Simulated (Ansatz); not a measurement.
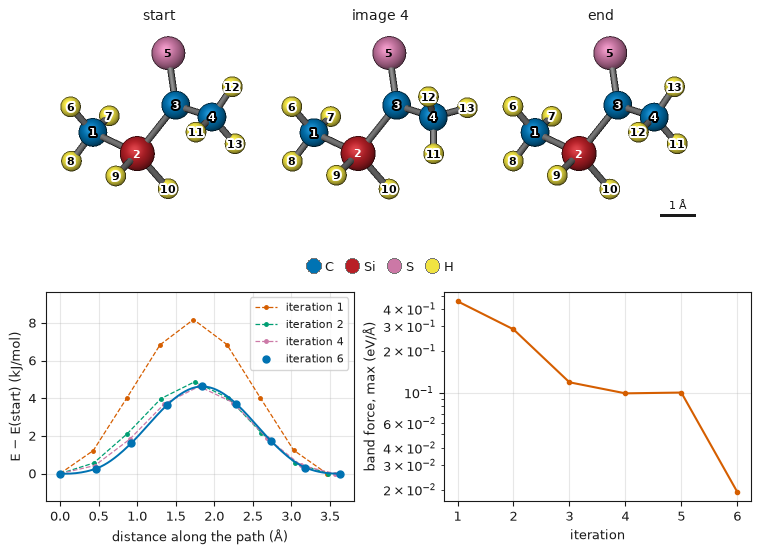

A nudged-elastic-band calculation for C3H8SSi. Images are numbered from 0 (start) to 8 (end). The plot follows the band through its iterations. A ball-and-stick model, seen from a free direction.

Computed with Ansatz 0.2.0, RKS PBE0/def2-SVP.

Input file:
```yaml
crystal:
  periodic: [false, false, false]
  atoms:
    - { symbol: C, position_ang: [-0.930727, 1.417703, 1.49263] }
    - { symbol: Si, position_ang: [-0.629313, 0.59803, -0.158742] }
    - { symbol: C, position_ang: [0.731887, -0.737718, -0.063686] }
    - { symbol: C, position_ang: [1.046498, -1.507471, -1.306862] }
    - { symbol: S, position_ang: [1.505907, -0.993915, 1.3473] }
    - { symbol: H, position_ang: [-1.24803, 0.673886, 2.238564] }
    - { symbol: H, position_ang: [-0.007476, 1.888619, 1.861352] }
    - { symbol: H, position_ang: [-1.712596, 2.187927, 1.405369] }
    - { symbol: H, position_ang: [-1.869391, -0.06622, -0.679517] }
    - { symbol: H, position_ang: [-0.198529, 1.591204, -1.19714] }
    - { symbol: H, position_ang: [0.143238, -2.033106, -1.665135] }
    - { symbol: H, position_ang: [1.852013, -2.236932, -1.14062] }
    - { symbol: H, position_ang: [1.33712, -0.816706, -2.118613] }
basis:
  gaussian: { orbitals: def2-SVP }
hamiltonian:
  xc: pbe0
neb:
  order_check: false
  images: 7
  f_tol: 0.05
  max_iterations: 60
  initial_path: idpp
  final_atoms:
    - { symbol: C, position_ang: [-0.93400728, 1.41039108, 1.49720092] }
    - { symbol: Si, position_ang: [-0.7115032, 0.50781109, -0.12278965] }
    - { symbol: C, position_ang: [0.79870898, -0.66028773, -0.09670666] }
    - { symbol: C, position_ang: [1.08246579, -1.46688037, -1.32342569] }
    - { symbol: S, position_ang: [1.72539995, -0.74134356, 1.24150117] }
    - { symbol: H, position_ang: [-1.07772371, 0.69408525, 2.3197396] }
    - { symbol: H, position_ang: [-0.04138167, 2.01042019, 1.72820671] }
    - { symbol: H, position_ang: [-1.80852659, 2.07774657, 1.45126813] }
    - { symbol: H, position_ang: [-1.91179949, -0.32665894, -0.45875543] }
    - { symbol: H, position_ang: [-0.51064937, 1.46190401, -1.26266979] }
    - { symbol: H, position_ang: [1.21717836, -0.80038857, -2.1940154] }
    - { symbol: H, position_ang: [0.2153786, -2.10766421, -1.56424136] }
    - { symbol: H, position_ang: [1.97706063, -2.0938338, -1.20041256] }
```

Launched with:
```bash
ansatz run input.yaml --threads 2 --pin off --max-ram 3072MiB --backend cpu --events-out ev --progress --plain --runs-dir out
```

Question: How did the profile develop, and is the result final?

Answer: The result is final at these settings. The band converged in 6 iterations. The largest component of the band force went from 0.45 to 0.019 eV/Å. The climbing image converged on the top of the path. Its vibrational analysis gives one imaginary mode (147i cm⁻¹), as a transition state must have. The first iteration put the highest image at 8.18 kJ/mol. The two ends have the same energy, and the highest point, image 4, lies 4.63 kJ/mol above the start.

Cost: 120 s on 2 threads of Intel(R) Xeon(R) Platinum 8488C (Sapphire Rapids), with other jobs on the host, peak memory 0.3 GiB.
